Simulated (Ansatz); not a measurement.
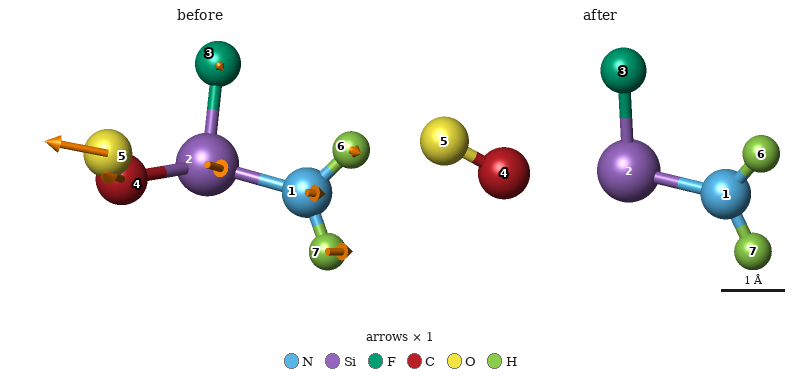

The structure of CH2FNOSi before (left) and after (right) a relaxation, at one scale. The orange arrows give the displacements, at their true length.

A ball-and-stick model, seen at a tilt.

The run prepares an end point of a later path (torsion) calculation, from a guessed geometry.

These are results of RKS PBE/def2-SVPD in Ansatz, not measurements. Set-up: no spin polarisation; force threshold 0.015 eV/Å; at most 40 steps.

> What changed between the two?

The relaxation stopped without meeting its thresholds, so the last structure isn't shown to be converged. It used up its limit of 40 steps. The energy falls by 49.6 kcal/mol in 31 accepted moves (39 points after the start). The largest force component goes from 5.2 to 0.063 eV/Å. The line search rejected the trial steps at points 9, 12, 15, 23, 26, 30, 32, 34 of the run. O5 moves most after the best rigid fit: 1.05 Å. By element the largest moves are O 1.05 Å, C 0.92 Å, Si 0.65 Å, H 0.56 Å, N 0.38 Å, F 0.14 Å. Some distances before and after: Si2–C4 1.870 → 3.329 Å, Si2–F3 1.622 → 1.690 Å, N1–Si2 1.698 → 1.736 Å, C4–O5 1.169 → 1.142 Å. Bonds break: Si2–C4 (1.87 → 3.33 Å). Among the angles between lasting bonds that change: Si2–N1–H6 122.0° → 124.9°, N1–Si2–F3 99.8° → 97.4°, Si2–N1–H7 124.7° → 122.4°. The run took 29 s on 2 threads of AMD EPYC 9R45 96-Core Processor (Zen 5) (shared host), peak memory 0.2 GiB.
